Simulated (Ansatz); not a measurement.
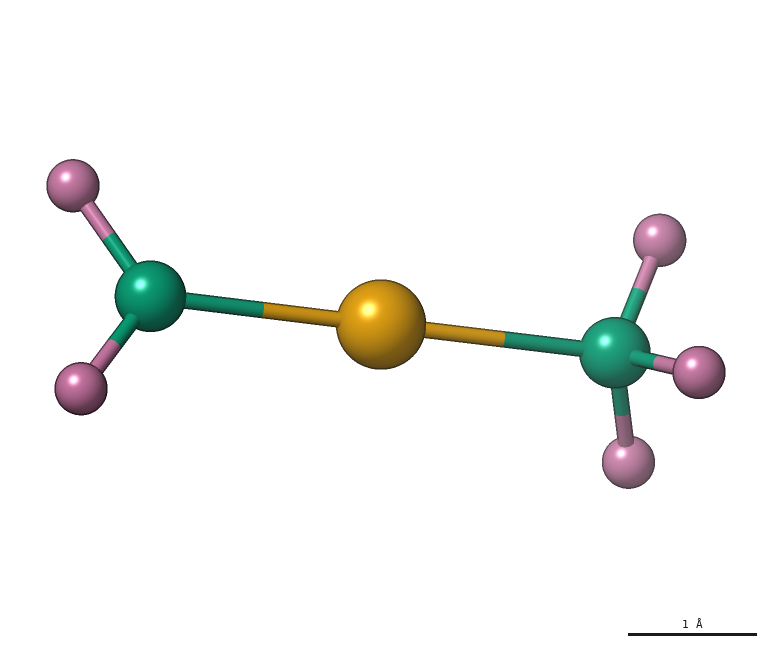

The picture shows a molecular structure as a ball-and-stick model. Colours: carbon teal, zinc orange, hydrogen pink.

State: neutral, doublet.

Description:

Formula C2H5Zn. It is an open-shell species. Coordination: 1 C trigonal planar; 1 Zn linear; 1 C tetrahedral.

The parts below concern this one geometry. Atoms keep their numbers from picture to picture. Computed geometry: PBE0-D4/def2-TZVP optimisation.

### Geometry

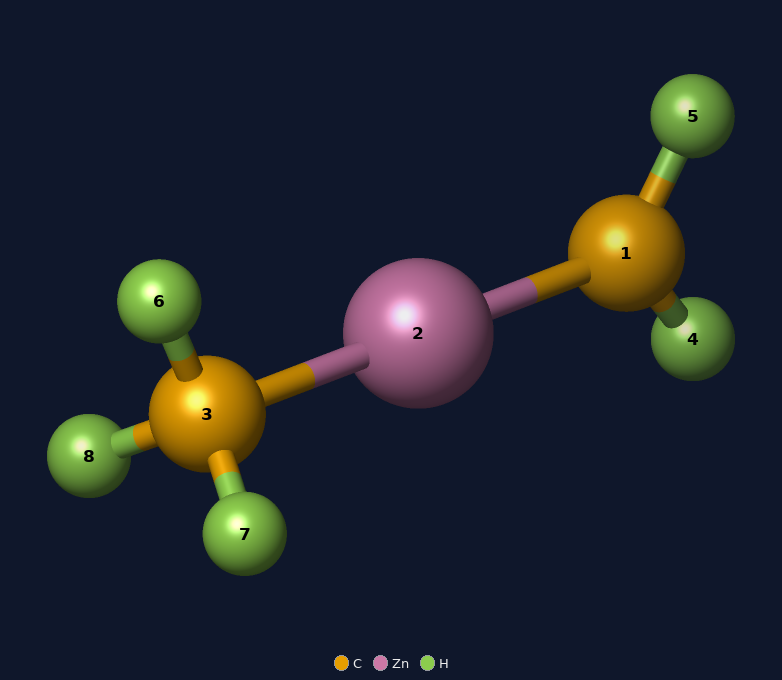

The atoms are numbered.

What are the angles Zn2–C1–H4, Zn2–C1–H5, H4–C1–H5, C1–Zn2–C3, Zn2–C3–H6, Zn2–C3–H7, Zn2–C3–H8, H6–C3–H7, H6–C3–H8, H7–C3–H8?

```csv
angle,degrees
Zn2–C1–H4,124.0
Zn2–C1–H5,123.9
H4–C1–H5,112.1
C1–Zn2–C3,179.9
Zn2–C3–H6,111.0
Zn2–C3–H7,111.2
Zn2–C3–H8,111.2
H6–C3–H7,107.8
H6–C3–H8,107.8
H7–C3–H8,107.8
```

### Electronic properties

Properties computed with UKS PBE0-D4/def2-TZVP (Ansatz 0.2.0).

Computed properties:

- dipole moment: 0.03 D
- ⟨S²⟩ of the determinant: 0.755
- harmonic zero-point energy: 149.8 kJ/mol
- dispersion correction: −8.2 kJ/mol

### Vibrations

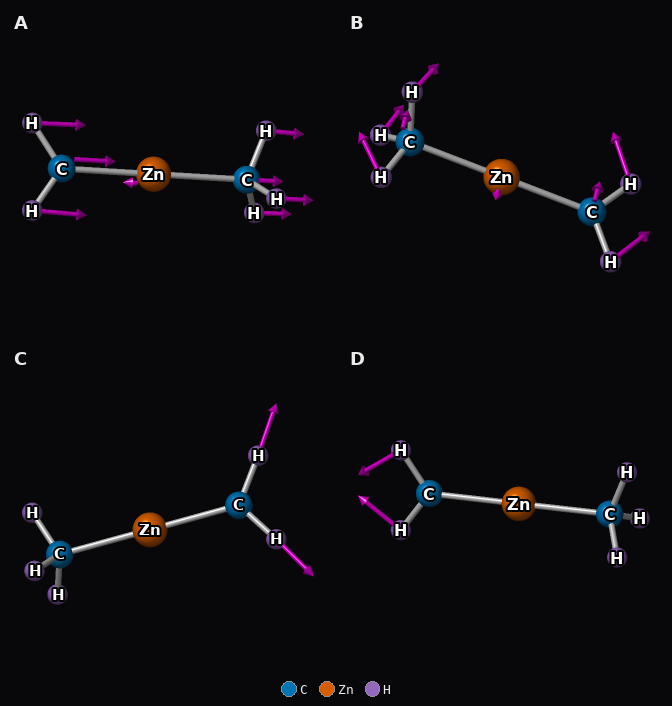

4 normal modes of one molecule or complex, as arrows. Harmonic vibrations computed with UKS PBE0-D4/def2-TZVP (Ansatz 0.2.0) at a stationary point of the same level.

> Match the panels to the wavenumbers 141 cm⁻¹, 636 cm⁻¹, 1373 cm⁻¹, 3112 cm⁻¹.

A: 636 cm⁻¹, out-of-phase stretching of 2 C–Zn bonds
B: 141 cm⁻¹
C: 3112 cm⁻¹, in-phase stretching of 2 C–H bonds
D: 1373 cm⁻¹, angle bending

### Charges

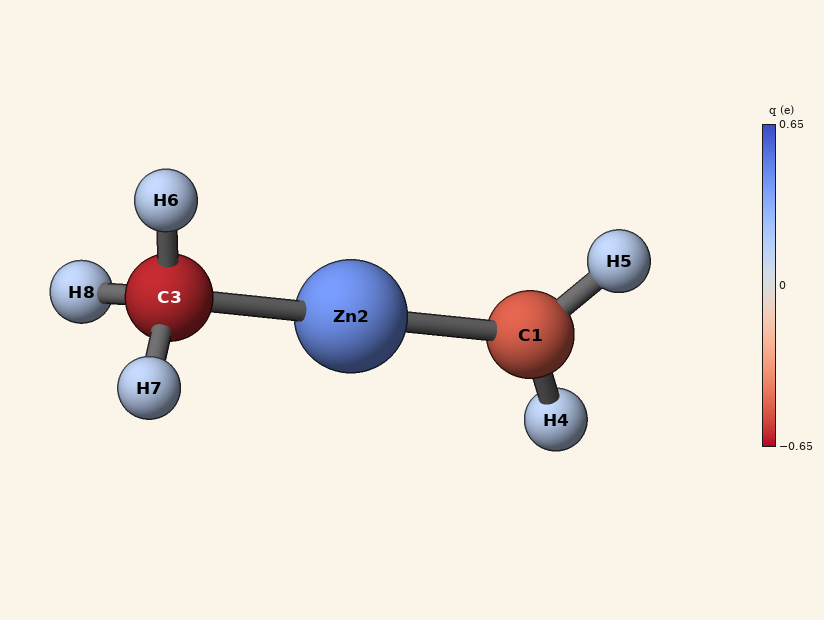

Atoms are coloured by their Mulliken charges. Level of theory: UKS PBE0-D4/def2-TZVP (Ansatz 0.2.0).

> Which atom carries the highest charge (most positive or least negative)?

Zn2 (0.41 e).

> And the lowest?

C3 (−0.60 e).

Give the Mulliken charges atom by atom.

```json
{"atom": "C1", "value (e)": "−0.48"}
{"atom": "Zn2", "value (e)": "0.41"}
{"atom": "C3", "value (e)": "−0.60"}
{"atom": "H4", "value (e)": "0.13"}
{"atom": "H5", "value (e)": "0.13"}
{"atom": "H6", "value (e)": "0.13"}
{"atom": "H7", "value (e)": "0.13"}
{"atom": "H8", "value (e)": "0.13"}
```

Mulliken values depend strongly on the basis set and can even reverse the polarity of a bond.
